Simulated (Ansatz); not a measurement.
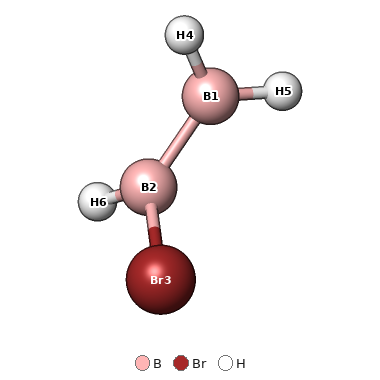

The system is B₂BrH₃ (SMILES BBBr) with the probe H2O; the picture shows it without the atoms that are moved over the map. The probe is moved over a plane parallel to the molecule's main plane, 3.12 Å above it. First axis: x of the probe's H atom. Second axis: y of the probe's H atom. Nothing is relaxed (molecule and probe rigid, the probe upright with H nearest the plane). The scan uses a 19 × 19 grid. Energies are in kcal/mol, from molecule and probe far apart, each relaxed in its own basis (no counterpoise correction). Method: RHF/def2-TZVP (Ansatz).

Range: x of the probe's H atom from −3.33 to 3.33 Å; y of the probe's H atom from −3.33 to 3.33 Å.

### What will the energy surface look like?

The lowest grid point is at x of the probe's H atom = −2.96 Å, y of the probe's H atom = 0.00 Å, −0.48 kcal/mol from molecule and probe far apart, each relaxed in its own basis (no counterpoise correction). No other kind of well shows on this grid. The highest grid point, x of the probe's H atom = 0.37 Å, y of the probe's H atom = 0.74 Å, lies 1.52 kcal/mol above the lowest. Near the minimum the curvatures are about 0.0051 and 0.011 eV/Å² along the soft and the stiff direction.

```tsv
y of the probe's H atom ↓, x of the probe's H atom →	−2.96	−2.22	−1.48	−0.74	0.00	0.74	1.48	2.22	2.96
2.96	−0.02	0.05	0.15	0.25	0.31	0.32	0.29	0.24	0.19
2.22	−0.13	−0.02	0.18	0.42	0.56	0.55	0.45	0.34	0.26
1.48	−0.29	−0.15	0.18	0.62	0.91	0.86	0.62	0.41	0.28
0.74	−0.43	−0.30	0.08	0.62	1.02	0.95	0.63	0.37	0.23
0.00	−0.48	−0.40	−0.12	0.32	0.68	0.69	0.51	0.34	0.16
−0.74	−0.45	−0.44	−0.32	−0.05	0.22	0.32	0.38	0.36	0.14
−1.48	−0.39	−0.43	−0.40	−0.24	−0.03	0.09	0.15	0.15	0.02
−2.22	−0.30	−0.34	−0.33	−0.23	−0.08	0.00	0.01	−0.03	−0.06
−2.96	−0.21	−0.22	−0.20	−0.13	−0.04	0.00	0.00	−0.04	−0.05
```

The table holds every second grid line.

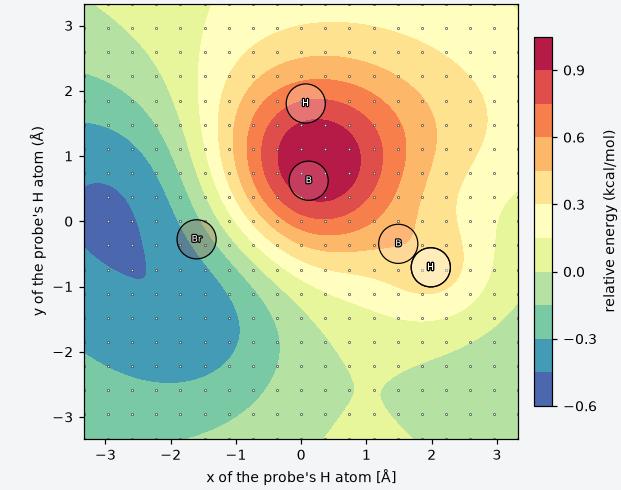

The picture shows filled contours, dots at the grid points, labelled circles for the molecule's atoms, projected on the plane. Between grid points the surface is interpolated.

Time for the 361 points that were run: 50 min on 1 thread of Arm Neoverse N1, with other jobs on the host.
